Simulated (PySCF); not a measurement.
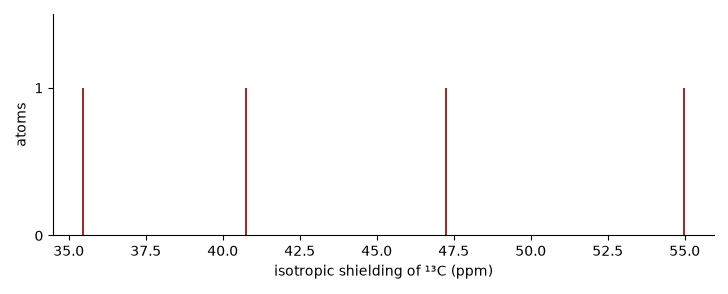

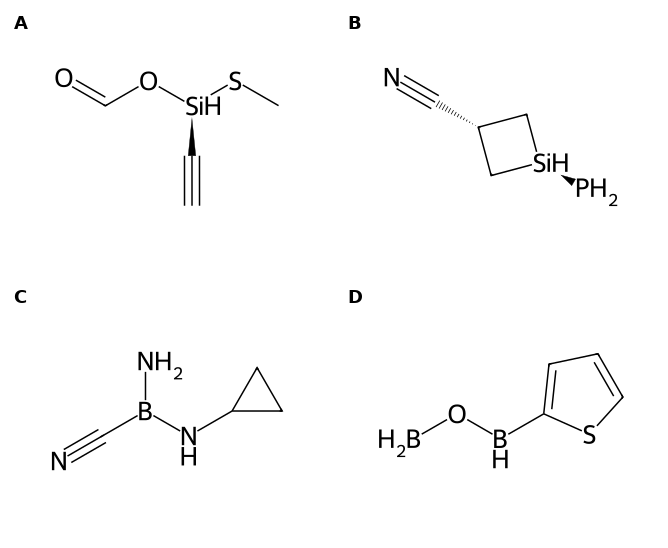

The sticks are computed shieldings of one of the molecules, for one fixed geometry (GFN2-xTB) without averaging over rotations. Low shielding means a high chemical shift. Method: GIAO PBE0/pcSseg-1 NMR shielding, non-relativistic, gas phase (PySCF 2.14.0).

Match the spectrum to a structure.

D, `BOBc1cccs1`. Its 4 C atoms give lines at 35.5, 40.8, 47.3, 55.0 ppm.

The geometry is semi-empirical. Around B, P, Si such bond lengths and angles can be off by a tenth of an ångström or more and by several degrees, and values that hang on the shape move with them.
